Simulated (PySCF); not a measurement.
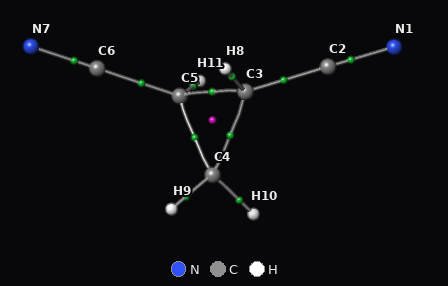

Figure 1: C5H4N2, SMILES `N#C[CH]1C[CH]1C#N`. Molecular graph of the electron density (QTAIM): bond paths, bond critical points (green), ring points (magenta, if any); weak paths are dashed.

Method: B3LYP/def2-TZVP; geometry: GFN2-xTB; program: PySCF. No frequency check shows the geometry to be a minimum.

Coordinates in Å:

```
N1      -2.8889    0.6550    0.1697
C2      -1.8434    0.3228   -0.1548
C3      -0.5402   -0.0962   -0.5373
C4      -0.0001   -1.3914    0.0001
C5       0.5403   -0.0964    0.5371
C6       1.8435    0.3227    0.1548
N7       2.8889    0.6550   -0.1696
H8      -0.2534    0.2067   -1.5381
H9       0.6318   -1.9760   -0.6526
H10     -0.6318   -1.9762    0.6519
H11      0.2534    0.2061    1.5381
```

Question: How many critical points of each kind are there, and does the count close?

Answer: 11 nuclei, 11 bond, 1 ring and 0 cage critical points: 11 − 11 + 1 − 0 = 1, as the Poincaré–Hopf relation requires.

Question: Give the properties at the bond critical points.

Answer:
| bond | length (Å) | ρ (a.u.) | ∇²ρ (a.u.) | ε | H (a.u.) |
| --- | --- | --- | --- | --- | --- |
| N1–C2 (2 alike) | 1.144 | 0.505 | −0.13 | 0.01 | −1.004 |
| C2–C3 (2 alike) | 1.421 | 0.293 | −0.87 | 0.05 | −0.306 |
| C4–H10 (2 alike) | 1.080 | 0.290 | −1.04 | 0.01 | −0.299 |
| C3–H8 (2 alike) | 1.084 | 0.288 | −1.03 | 0.03 | −0.294 |
| C4–C5 (2 alike) | 1.502 | 0.243 | −0.50 | 0.44 | −0.215 |
| C3–C5 | 1.524 | 0.231 | −0.42 | 0.59 | −0.195 |

Question: What kind of interaction is C4–H10?

Answer: Shared-shell (covalent): ρ = 0.290, ∇²ρ = −1.04, H = −0.299 a.u.

Cost of the run: 39 s on 1 thread of Arm Neoverse V2, on a shared host, peak memory 0.91 GiB.
